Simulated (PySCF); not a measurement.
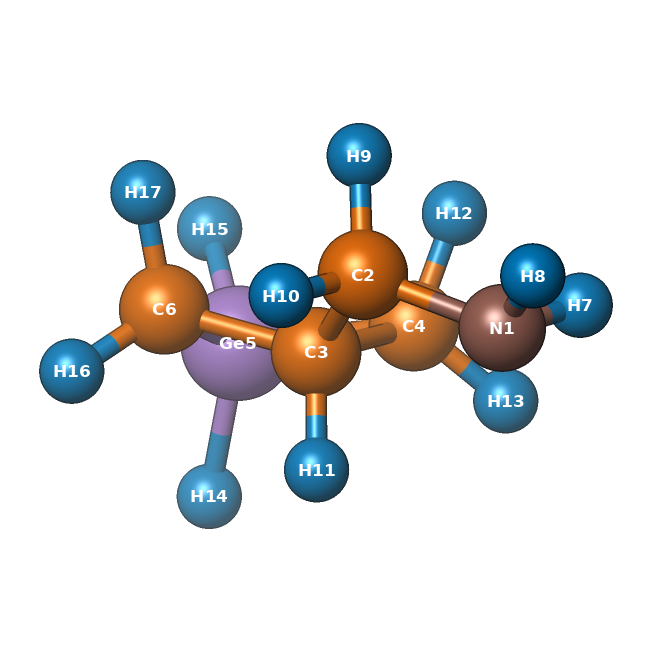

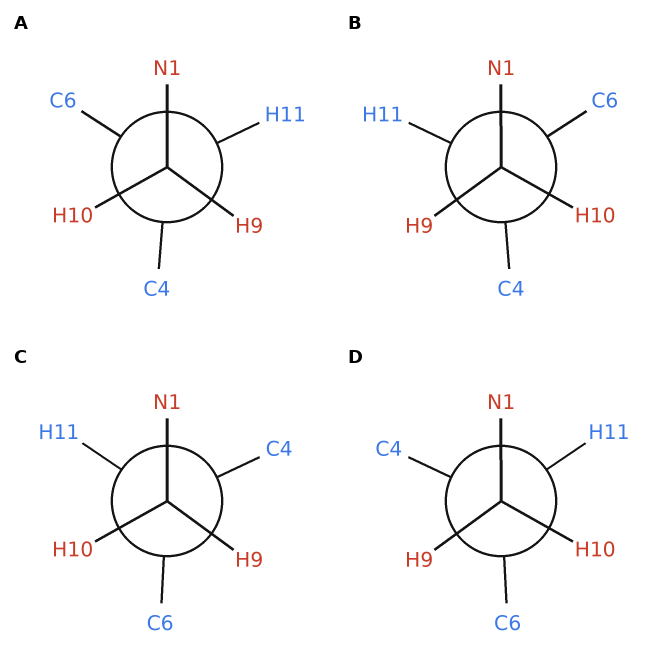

Atoms fade into the background with distance from the viewer. Bonds that would overlap in a projection are set slightly apart. The geometry was computed by an optimisation with PBE0-D3(BJ)/def2-SVP. No frequency run is at hand to confirm it as a minimum.

> Which Newman projection shows the view along C2–C3, with C2 in front?

D. The torsion angle N1–C2–C3–C4 is −65°, synclinal (gauche).
